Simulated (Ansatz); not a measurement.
Consider FH4O2PZr···HF.

```yaml
atoms:
  - { symbol: Zr, position_ang: [0.0088, -0.6840, -0.4005] }
  - { symbol: F, position_ang: [-0.9204, -0.6276, 2.0249] }
  - { symbol: F, position_ang: [0.8880, -0.8330, -2.0921] }
  - { symbol: O, position_ang: [-0.0908, 1.2070, -0.1140] }
  - { symbol: H, position_ang: [-0.2632, 2.1244, -0.0039] }
  - { symbol: O, position_ang: [-1.5728, -1.7430, -0.6174] }
  - { symbol: H, position_ang: [-2.4089, -2.1545, -0.7403] }
  - { symbol: P, position_ang: [1.7880, -1.8622, 1.2992] }
  - { symbol: H, position_ang: [1.9885, -3.0953, 0.6422] }
  - { symbol: H, position_ang: [2.9863, -1.2347, 0.8974] }
  - { symbol: H, position_ang: [-0.2638, -1.0187, 2.5272] }
```

Core potentials replace the inner electrons of Zr.

Theory: RHF/def2-SVP in Ansatz 0.2.0.

### What can the converged electron density and electron localisation function tell about the bonding?

Zr1···F2 (2.60 Å): the density falls to about 0.13 e/Å³ on the way; the ELF dips to about 0 between them.
Zr–F (1.91 Å): ρ is about 0.87 e/Å³ halfway; the ELF peaks at about 0.85 in the valence shell of F, 0.5 Å from its nucleus, and drops to about 0.20 between the two atoms.
Zr–P (2.73 Å): ρ is about 0.42 e/Å³ halfway; the ELF peaks at about 0.95 in the valence shell of P, 1.1 Å from its nucleus, and is about 0.75 at the midpoint.
F–H (0.91 Å): the density is about 4.9 e/Å³ at the midpoint; the ELF climbs to about 1 towards the hydrogen, as it does in any bond to H (an ordinary covalent bond to hydrogen).

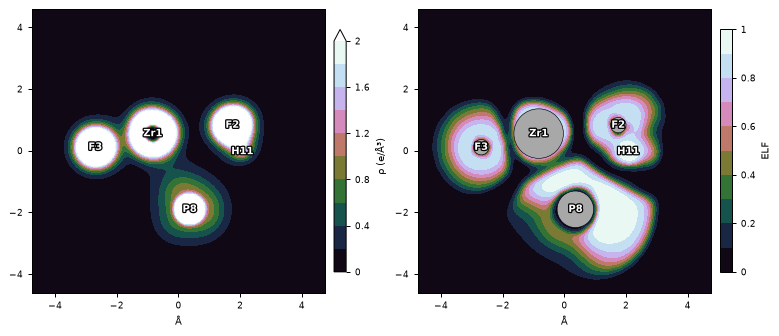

Computed electron density and electron localisation function on the plane of atoms F3, Zr1 and P8, in this order. Grey discs cover the atomic cores in the ELF map. 
